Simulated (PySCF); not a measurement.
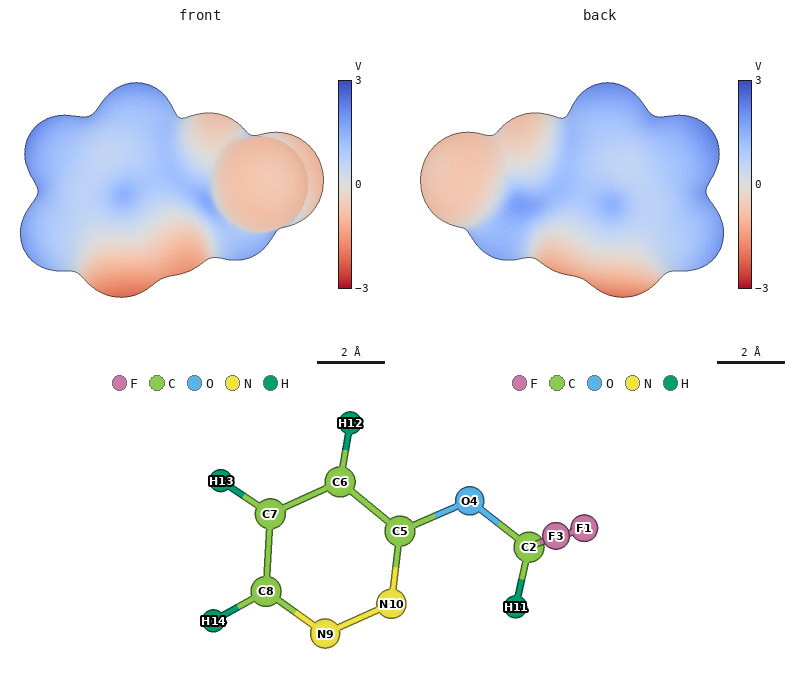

Figure 1: C5H4F2N2O (SMILES FC(F)Oc1cccnn1). The molecular electrostatic potential painted on the density surface at 0.004 e/bohr³, seen from the front and from behind; the colour scale runs from red (negative) to blue (positive). The bare structure is drawn below in the same view.

Geometry: GFN2-xTB.

Level of theory: PBE0/pcSseg-1, SCF density, gas phase, non-relativistic in PySCF 2.14.0.

```csv
atom,x (Å),y (Å),z (Å)
F,3.4302,-0.4881,-0.9993
C,2.5238,-0.2734,-0.0318
F,3.1675,0.4061,0.9388
O,1.5178,0.4941,-0.5437
C,0.2283,0.1503,-0.2662
C,-0.7819,0.9695,-0.7930
C,-2.0741,0.6017,-0.5006
C,-2.2512,-0.5451,0.2825
N,-1.2462,-1.2593,0.7334
N,-0.0191,-0.9155,0.4661
H,2.1801,-1.2373,0.3768
H,-0.5240,1.8298,-1.3882
H,-2.9193,1.1690,-0.8581
H,-3.2325,-0.9023,0.5563
```

Where is the surface potential most negative and most positive?

Answer. The most negative region (about −1.9 V) lies over N9, the most positive (about +2.1 V) over H13. N9 is the likeliest acceptor of a hydrogen bond.
